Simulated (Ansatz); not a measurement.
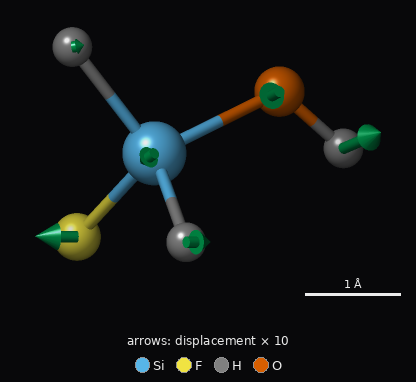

This is a relaxation of SiH3OF. The starting structure is drawn; green arrows show the displacements, magnified 10 times. The two geometries are superimposed by the best rigid fit.

A ball-and-stick model, seen at a tilt.

It is one of the separated reactants of a reaction.

All numbers below come from RKS PBE0-D4/def2-TZVP (Ansatz 0.2.0).

Input file:
```yaml
crystal:
  periodic: [false, false, false]
  atoms:
    - {symbol: Si, position_ang: [-0.948465, -0.541914, 0.075380]}
    - {symbol: F, position_ang: [-0.593381, 0.177069, -1.319575]}
    - {symbol: H, position_ang: [-0.296457, -1.869066, 0.005924]}
    - {symbol: H, position_ang: [-2.416387, -0.607828, 0.191074]}
    - {symbol: O, position_ang: [-0.413291, 0.357610, 1.318237]}
    - {symbol: H, position_ang: [0.533750, 0.507127, 1.392420]}
basis:
  gaussian: {orbitals: def2-TZVP}
hamiltonian: {xc: pbe0, dispersion: d4}
relax: {f_tol: 0.005, max_steps: 200}
```

Launched with:
```bash
ansatz run in.yaml --threads 4 --pin off --events-out ev --progress --plain --max-ram 9574MiB
```

Q: What happened in the run?

A: The energy falls by 0.16 kcal/mol in 6 geometry steps. Largest force component: 0.55 eV/Å at the start, 0.00047 eV/Å at the end. The atom that moves furthest after the best rigid fit is H6 (0.076 Å). By element the largest moves are H 0.076 Å, F 0.046 Å, O 0.043 Å, Si 0.027 Å. Some distances before and after: Si1–F2 1.609 → 1.596 Å, Si1–O5 1.625 → 1.630 Å. Cost: 6.5 s on 4 threads of Arm Neoverse V1 (shared host).
